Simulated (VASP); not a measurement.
Band structure of GaSb (zinc blende). Computed with PBE GGA, VASP's PBE PAW potentials (set 64) (plane waves; VASP 6.6.1).

Unless said otherwise, spin-orbit coupling is left out, though it shifts the bands of the heavy elements here.

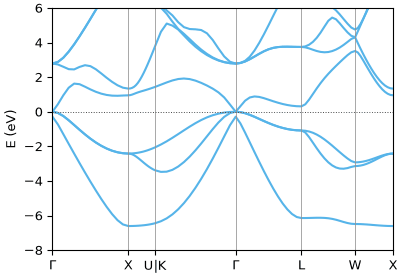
*Bands along high-symmetry lines, zero at the valence-band maximum or, without a gap, the Fermi level*

### Question
Read the plot: is there a gap, and where are the band edges?

### Answer
It has no gap at this level: it comes out as a metal or semimetal. (Edges off the drawn lines would not show.)

The compound is GaSb in the zinc blende structure. It was relaxed first, which changed the volume by +6 %.
